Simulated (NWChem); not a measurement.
Single-point calculation, with input and output: CH₄AlFO (part 2 of 4)

The same run, continued: CH₄AlFO, SMILES [CH3][Al]([OH])[F]; wB97X/pc-0, RKS, SMD solvent water (NWChem 7.3.0). The geometry comes from this level: PBE0-D4/def2-TZVP.

Geometry of the input (Å):
```
C  0.0000  0.0000  0.0000
Al 0.0000  0.0000  1.9299
O  1.4533  0.0000  2.7904
F  -1.4150  -0.0010  2.7857
H  0.4891  -0.8988  -0.3860
H  0.5602  0.8554  -0.3873
H  -1.0117  0.0390  -0.4077
H  1.5060  -0.0016  3.7446
```

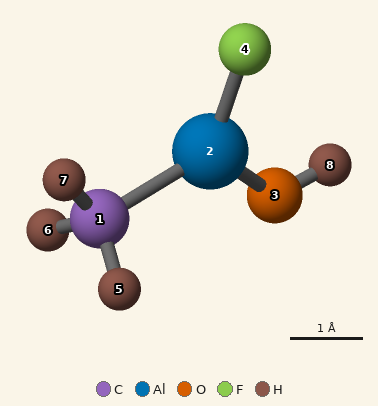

Figure 1. The structure as given in the input (ball-and-stick view, seen at a tilt; atoms are numbered from 1 in the order of the input). Sticks mark near contacts.

## Output, continued
```
 Grid_pts file          = ./job.gridpts.0
 Record size in doubles =  12289        No. of grid_pts per rec  =   3070
 Max. records in memory =    159        Max. recs in file   = *********

           Memory utilization after 1st SCF pass:
           Heap Space remaining (MW):       36.58            36576028
          Stack Space remaining (MW):       72.09            72089060

   convergence    iter        energy       DeltaE   RMS-Dens  Diis-err    time
 ---------------- ----- ----------------- --------- --------- ---------  ------
     COSMO gas phase
 d= 0,ls=0.0,diis     1   -457.2409005490 -6.14D+02  1.94D-02  8.52D-01     0.8
 d= 0,ls=0.0,diis     2   -457.2887032131 -4.78D-02  6.87D-03  5.17D-01     1.5
 d= 0,ls=0.0,diis     3   -457.3272643952 -3.86D-02  1.35D-03  7.63D-03     2.2
 d= 0,ls=0.0,diis     4   -457.3282094198 -9.45D-04  3.30D-04  2.22D-04     2.9
 d= 0,ls=0.0,diis     5   -457.3282427106 -3.33D-05  1.37D-04  7.71D-05     3.6
  Resetting Diis
 d= 0,ls=0.0,diis     6   -457.3282518838 -9.17D-06  3.53D-05  2.45D-06     4.3
 d= 0,ls=0.0,diis     7   -457.3282523536 -4.70D-07  1.65D-05  3.82D-07     5.0
 d= 0,ls=0.0,diis     8   -457.3282524224 -6.88D-08  5.76D-06  1.94D-07     5.7

           Memory utilization after 1st SCF pass:
           Heap Space remaining (MW):       36.57            36574420
          Stack Space remaining (MW):       72.09            72089060

   convergence    iter        energy       DeltaE   RMS-Dens  Diis-err    time
 ---------------- ----- ----------------- --------- --------- ---------  ------
     COSMO solvation phase
 d= 0,ls=0.0,diis     1   -457.3526397715 -2.44D-02  2.71D-03  7.79D-03     6.5
 d= 0,ls=0.0,diis     2   -457.3548641131 -2.22D-03  6.98D-04  2.98D-03     7.2
 d= 0,ls=0.0,diis     3   -457.3551253229 -2.61D-04  3.99D-04  3.50D-04     8.0
 d= 0,ls=0.0,diis     4   -457.3551930055 -6.77D-05  1.22D-04  9.69D-06     8.8
 d= 0,ls=0.0,diis     5   -457.3551966415 -3.64D-06  3.31D-05  1.81D-06     9.6
 d= 0,ls=0.0,diis     6   -457.3551970026 -3.61D-07  1.18D-05  2.44D-07    10.4
 d= 0,ls=0.0,diis     7   -457.3551970417 -3.91D-08  2.81D-06  1.05D-08    11.2

         Total DFT energy =     -457.355197041711
      One electron energy =     -945.509438112293
           Coulomb energy =      376.213619632428
    Exchange-Corr. energy =      -44.681603175073
 Nuclear repulsion energy =      157.193510041934

             COSMO energy =       -0.571285428708

 Numeric. integr. density =       40.000000410406

     Total iterative time =     11.1s

                                COSMO-SMD solvation results
                                ---------------------------

             internal energy in gas <Psi(g)|H|Psi(g)> =      -457.328252422361
         internal energy in solvent <Psi(s)|H|Psi(s)> =      -457.325476065234
                               delta internal energy  =         0.002776357127 (    1.74 kcal/mol)
   total free energy in solvent <Psi(s)|H+V/2|Psi(s)> =      -457.360662684008
 polarization energy contribution <Psi(s)|V/2|Psi(s)> =        -0.035186618774 (  -22.08 kcal/mol)
    total free energy in solvent including G(SMD-CDS) =      -457.355197041711
                       G(SMD-CDS) energy contribution =         0.005465642296 (    3.43 kcal/mol)
     1 M fixed-concentration free energy of solvation =        -0.026944619351 (  -16.91 kcal/mol)

                       DFT Final Molecular Orbital Analysis
                       ------------------------------------

 Vector    1  Occ=2.000000D+00  E=-5.603962D+01
              MO Center= -7.4D-07, -3.3D-09,  1.9D+00, r^2= 5.5D-03
   Bfn.  Coefficient  Atom+Function         Bfn.  Coefficient  Atom+Function
  ----- ------------  ---------------      ----- ------------  ---------------
    10      1.007433  2 Al s                 11      0.045700  2 Al s

 Vector    2  Occ=2.000000D+00  E=-2.470122D+01
              MO Center= -1.4D+00, -1.0D-03,  2.8D+00, r^2= 1.2D-02
   Bfn.  Coefficient  Atom+Function         Bfn.  Coefficient  Atom+Function
  ----- ------------  ---------------      ----- ------------  ---------------
    33      0.798398  4 F  s                 32      0.253598  4 F  s
    34      0.026161  4 F  s

 Vector    3  Occ=2.000000D+00  E=-1.918773D+01
              MO Center=  1.5D+00, -2.6D-07,  2.8D+00, r^2= 1.5D-02
   Bfn.  Coefficient  Atom+Function         Bfn.  Coefficient  Atom+Function
  ----- ------------  ---------------      ----- ------------  ---------------
    24      0.782114  3 O  s                 23      0.269162  3 O  s
    25      0.028400  3 O  s

 Vector    4  Occ=2.000000D+00  E=-1.024681D+01
              MO Center=  3.7D-06, -4.8D-07, -4.4D-05, r^2= 2.8D-02
   Bfn.  Coefficient  Atom+Function         Bfn.  Coefficient  Atom+Function
  ----- ------------  ---------------      ----- ------------  ---------------
     2      0.738765  1 C  s                  1      0.312376  1 C  s
     3      0.036112  1 C  s

 Vector    5  Occ=2.000000D+00  E=-4.265910D+00
              MO Center= -9.4D-04,  2.3D-07,  1.9D+00, r^2= 1.3D-01
   Bfn.  Coefficient  Atom+Function         Bfn.  Coefficient  Atom+Function
  ----- ------------  ---------------      ----- ------------  ---------------
    12      0.911123  2 Al s                 10     -0.258968  2 Al s
    11      0.120232  2 Al s                 13      0.027147  2 Al s

 Vector    6  Occ=2.000000D+00  E=-2.813041D+00
              MO Center= -5.9D-07, -2.8D-06,  1.9D+00, r^2= 1.3D-01
   Bfn.  Coefficient  Atom+Function         Bfn.  Coefficient  Atom+Function
  ----- ------------  ---------------      ----- ------------  ---------------
    15      0.979389  2 Al py                18      0.067952  2 Al py

 Vector    7  Occ=2.000000D+00  E=-2.809121D+00
              MO Center=  9.5D-04,  7.2D-07,  1.9D+00, r^2= 1.3D-01
   Bfn.  Coefficient  Atom+Function         Bfn.  Coefficient  Atom+Function
  ----- ------------  ---------------      ----- ------------  ---------------
    14      0.950749  2 Al px                16     -0.226215  2 Al pz
    17      0.071905  2 Al px

 Vector    8  Occ=2.000000D+00  E=-2.806909D+00
              MO Center= -3.2D-04,  1.6D-06,  1.9D+00, r^2= 1.3D-01
   Bfn.  Coefficient  Atom+Function         Bfn.  Coefficient  Atom+Function
  ----- ------------  ---------------      ----- ------------  ---------------
    16      0.950942  2 Al pz                14      0.226272  2 Al px
    19      0.073273  2 Al pz

 Vector    9  Occ=2.000000D+00  E=-1.221885D+00
              MO Center= -1.3D+00, -9.9D-04,  2.7D+00, r^2= 4.1D-01
   Bfn.  Coefficient  Atom+Function         Bfn.  Coefficient  Atom+Function
  ----- ------------  ---------------      ----- ------------  ---------------
    34      0.935274  4 F  s                 33     -0.249740  4 F  s
    13      0.136250  2 Al s                 20     -0.078235  2 Al px
    12     -0.067587  2 Al s                 22      0.062350  2 Al pz
    35      0.060218  4 F  px                17     -0.056542  2 Al px
    14      0.055808  2 Al px                32     -0.056006  4 F  s

 Vector   10  Occ=2.000000D+00  E=-1.079459D+00
              MO Center=  1.4D+00, -3.8D-04,  2.9D+00, r^2= 5.5D-01
   Bfn.  Coefficient  Atom+Function         Bfn.  Coefficient  Atom+Function
  ----- ------------  ---------------      ----- ------------  ---------------
    25      0.836064  3 O  s                 24     -0.227415  3 O  s
    47      0.160492  8 H  s                 13      0.118223  2 Al s
    28      0.070642  3 O  pz                48      0.070800  8 H  s
    12     -0.058287  2 Al s                 20      0.055345  2 Al px
    23     -0.054635  3 O  s                 14     -0.050342  2 Al px

 Vector   11  Occ=2.000000D+00  E=-8.056373D-01
              MO Center=  1.2D-02, -1.1D-03, -9.0D-02, r^2= 1.1D+00
   Bfn.  Coefficient  Atom+Function         Bfn.  Coefficient  Atom+Function
  ----- ------------  ---------------      ----- ------------  ---------------
     3      0.691496  1 C  s                  2     -0.195949  1 C  s
    41      0.134542  5 H  s                 43      0.134449  6 H  s
    45      0.132695  7 H  s                 13      0.098233  2 Al s
    46      0.057928  7 H  s                 12     -0.056870  2 Al s
    42      0.056841  5 H  s                 44      0.056909  6 H  s

 Vector   12  Occ=2.000000D+00  E=-5.963356D-01
              MO Center=  1.2D+00, -1.2D-04,  2.7D+00, r^2= 1.5D+00
   Bfn.  Coefficient  Atom+Function         Bfn.  Coefficient  Atom+Function
  ----- ------------  ---------------      ----- ------------  ---------------
    31      0.383020  3 O  pz                28      0.366006  3 O  pz
    13     -0.275509  2 Al s                 47      0.258496  8 H  s
    29      0.177665  3 O  px                26      0.157764  3 O  px
    12      0.155891  2 Al s                 25     -0.147724  3 O  s
    38     -0.089605  4 F  px                48      0.081833  8 H  s

 Vector   13  Occ=2.000000D+00  E=-5.279910D-01
              MO Center= -1.1D+00,  7.5D-04,  2.5D+00, r^2= 1.8D+00
   Bfn.  Coefficient  Atom+Function         Bfn.  Coefficient  Atom+Function
  ----- ------------  ---------------      ----- ------------  ---------------
    38      0.421474  4 F  px                35      0.362564  4 F  px
    40     -0.307203  4 F  pz                37     -0.270692  4 F  pz
    34     -0.222370  4 F  s                 13      0.179455  2 Al s
    17     -0.123810  2 Al px                31      0.121011  3 O  pz
    25     -0.116428  3 O  s                 12     -0.107974  2 Al s

 Vector   14  Occ=2.000000D+00  E=-4.985610D-01
              MO Center=  7.4D-02, -2.2D-02,  2.1D-01, r^2= 2.3D+00
   Bfn.  Coefficient  Atom+Function         Bfn.  Coefficient  Atom+Function
  ----- ------------  ---------------      ----- ------------  ---------------
     8      0.349148  1 C  py                 5      0.334308  1 C  py
    41     -0.251070  5 H  s                 43      0.240645  6 H  s
    39      0.184659  4 F  py                36      0.162033  4 F  py
    42     -0.115963  5 H  s                 44      0.111146  6 H  s
    18      0.061079  2 Al py                21      0.060572  2 Al py

 Vector   15  Occ=2.000000D+00  E=-4.980035D-01
              MO Center= -4.1D-01,  1.8D-02,  5.2D-01, r^2= 3.0D+00
   Bfn.  Coefficient  Atom+Function         Bfn.  Coefficient  Atom+Function
  ----- ------------  ---------------      ----- ------------  ---------------
     7      0.329080  1 C  px                 4      0.313610  1 C  px
    45     -0.260317  7 H  s                 38      0.248591  4 F  px
    35      0.211289  4 F  px                43      0.147914  6 H  s
    41      0.130892  5 H  s                 46     -0.109042  7 H  s
    40      0.107948  4 F  pz                37      0.096738  4 F  pz

 Vector   16  Occ=2.000000D+00  E=-4.829830D-01
              MO Center= -1.0D+00,  3.7D-03,  2.2D+00, r^2= 2.6D+00
   Bfn.  Coefficient  Atom+Function         Bfn.  Coefficient  Atom+Function
  ----- ------------  ---------------      ----- ------------  ---------------
    40      0.438187  4 F  pz                37      0.386376  4 F  pz
    38      0.257275  4 F  px                35      0.224674  4 F  px
    22      0.198421  2 Al pz                 7     -0.162104  1 C  px
    45      0.149680  7 H  s                  4     -0.147026  1 C  px
    46      0.118706  7 H  s                 29     -0.112618  3 O  px

 Vector   17  Occ=2.000000D+00  E=-4.776862D-01
              MO Center= -1.1D+00, -4.4D-03,  2.4D+00, r^2= 2.0D+00
   Bfn.  Coefficient  Atom+Function         Bfn.  Coefficient  Atom+Function
  ----- ------------  ---------------      ----- ------------  ---------------
    39      0.563497  4 F  py                36      0.486512  4 F  py
     8     -0.150308  1 C  py                 5     -0.123870  1 C  py
    21      0.112752  2 Al py                41      0.092288  5 H  s
    43     -0.087605  6 H  s                 18      0.075445  2 Al py
    42      0.068900  5 H  s                 44     -0.066409  6 H  s

 Vector   18  Occ=2.000000D+00  E=-4.216296D-01
              MO Center=  1.2D+00,  1.3D-04,  2.7D+00, r^2= 1.6D+00
   Bfn.  Coefficient  Atom+Function         Bfn.  Coefficient  Atom+Function
  ----- ------------  ---------------      ----- ------------  ---------------
    29      0.552193  3 O  px                26      0.423822  3 O  px
    25      0.212681  3 O  s                 31     -0.196808  3 O  pz
    38      0.178421  4 F  px                28     -0.162516  3 O  pz
    35      0.155949  4 F  px                 9     -0.105038  1 C  pz
    13     -0.081597  2 Al s                 20      0.080665  2 Al px

 Vector   19  Occ=2.000000D+00  E=-4.071900D-01
              MO Center=  1.3D+00, -1.1D-03,  2.7D+00, r^2= 1.1D+00
   Bfn.  Coefficient  Atom+Function         Bfn.  Coefficient  Atom+Function
  ----- ------------  ---------------      ----- ------------  ---------------
    30      0.616719  3 O  py                27      0.483329  3 O  py
    39     -0.137461  4 F  py                36     -0.107442  4 F  py
    21      0.103781  2 Al py                18      0.070255  2 Al py
     8     -0.052770  1 C  py                15     -0.047479  2 Al py
     5     -0.028250  1 C  py

 Vector   20  Occ=2.000000D+00  E=-4.053617D-01
              MO Center= -6.7D-02,  1.1D-03,  7.0D-01, r^2= 2.4D+00
   Bfn.  Coefficient  Atom+Function         Bfn.  Coefficient  Atom+Function
  ----- ------------  ---------------      ----- ------------  ---------------
     9      0.493350  1 C  pz                 6      0.349773  1 C  pz
    40      0.216565  4 F  pz                13      0.196980  2 Al s
    37      0.185733  4 F  pz                19     -0.170077  2 Al pz
     3      0.136870  1 C  s                 29      0.133807  3 O  px
    16      0.130910  2 Al pz                12     -0.125621  2 Al s

 Vector   21  Occ=0.000000D+00  E= 1.180982D-01
              MO Center= -8.9D-03,  3.7D-03,  2.0D+00, r^2= 4.2D+00
   Bfn.  Coefficient  Atom+Function         Bfn.  Coefficient  Atom+Function
  ----- ------------  ---------------      ----- ------------  ---------------
    21      0.881972  2 Al py                18      0.269451  2 Al py
    30     -0.266891  3 O  py                42      0.234333  5 H  s
    44     -0.224921  6 H  s                 39     -0.209594  4 F  py
    27     -0.168803  3 O  py                15     -0.162713  2 Al py
    36     -0.151143  4 F  py                41      0.100444  5 H  s

 Vector   22  Occ=0.000000D+00  E= 1.637778D-01
              MO Center=  7.2D-02, -4.2D-03,  1.9D+00, r^2= 4.1D+00
   Bfn.  Coefficient  Atom+Function         Bfn.  Coefficient  Atom+Function
  ----- ------------  ---------------      ----- ------------  ---------------
    13      1.012688  2 Al s                  3     -0.733255  1 C  s
    25     -0.493261  3 O  s                 34     -0.365699  4 F  s
    12     -0.315619  2 Al s                 42      0.252548  5 H  s
    44      0.248974  6 H  s                  9     -0.244175  1 C  pz
    48      0.237144  8 H  s                 29      0.208369  3 O  px

 Vector   23  Occ=0.000000D+00  E= 2.233132D-01
              MO Center=  1.0D-01, -3.6D-03,  1.9D+00, r^2= 6.0D+00
   Bfn.  Coefficient  Atom+Function         Bfn.  Coefficient  Atom+Function
  ----- ------------  ---------------      ----- ------------  ---------------
    22      0.796533  2 Al pz                20      0.785311  2 Al px
     3      0.650567  1 C  s                 25     -0.569562  3 O  s
    46      0.298264  7 H  s                 44     -0.254624  6 H  s
    42     -0.237964  5 H  s                  7      0.189213  1 C  px
    40     -0.165026  4 F  pz                34      0.161481  4 F  s

 Vector   24  Occ=0.000000D+00  E= 2.336573D-01
              MO Center= -4.8D-02, -5.9D-03,  1.4D+00, r^2= 6.0D+00
   Bfn.  Coefficient  Atom+Function         Bfn.  Coefficient  Atom+Function
  ----- ------------  ---------------      ----- ------------  ---------------
     3      0.848682  1 C  s                 20     -0.773772  2 Al px
    22      0.583444  2 Al pz                46     -0.570977  7 H  s
    34     -0.436312  4 F  s                 25      0.181544  3 O  s
     7     -0.166181  1 C  px                31     -0.141850  3 O  pz
    45     -0.131328  7 H  s                  2     -0.109210  1 C  s

 Vector   25  Occ=0.000000D+00  E= 2.572706D-01
              MO Center=  5.5D-01, -1.4D-01, -3.0D-01, r^2= 3.6D+00
   Bfn.  Coefficient  Atom+Function         Bfn.  Coefficient  Atom+Function
  ----- ------------  ---------------      ----- ------------  ---------------
    42      1.491241  5 H  s                 44     -1.312522  6 H  s
     8      1.202388  1 C  py                 5      0.283790  1 C  py
    46     -0.226427  7 H  s                 21     -0.215600  2 Al py
    18      0.152084  2 Al py                 7     -0.111892  1 C  px
    41      0.109343  5 H  s                 43     -0.098948  6 H  s
```
